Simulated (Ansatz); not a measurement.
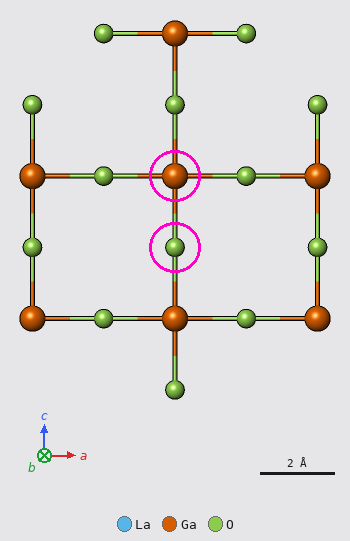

Perfect LaGaO3. The picture is a ball-and-stick view of the atoms within 5.6 Å of one point, in a slice 3.4 Å thick across the line of sight, seen along the b axis.

The calculation used DFT, PBEsol, PAW, plane waves (Ansatz 0.2.0). Settings: plane-wave cutoff 420 eV; k-point mesh 1 × 1 × 1; mesh shifted by (0.25, 0.25, 0.25); no spin polarisation. Fermi-Dirac smearing of 0.01 eV. The axes drawn are those of the host's conventional cell.

A gallium atom is replaced by lithium and an oxygen atom is taken out (a vacancy), the two sites 1.9 Å apart at the ringed places, in charge state 0. The supercell has 40 sites, and the atoms are relaxed at the host's cell.

How do the neighbours respond?

Answer. In the host the Ga atom has 6 O at 1.93 Å; the Li atom ends with 5 O at 1.83 to 2.03 Å. Around the empty O site the host had 2 Ga at 1.93 Å; after relaxation the nearest atoms are 1 Li at 2.07 Å, 1 Ga at 2.08 Å, 2 O at 2.39 Å. Of the host's atoms, an oxygen atom moves furthest from its site, by 0.50 Å. The Li atom itself moves 0.16 Å from where it was put.

The relaxed defect, seen from the same direction:

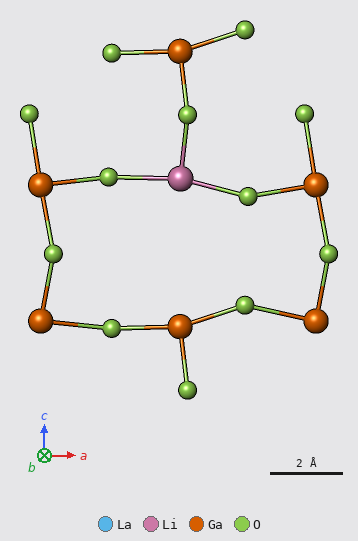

Limits of the set-up: the periodic images lie only 7.7 Å apart, so the values are limited by the cell's size.
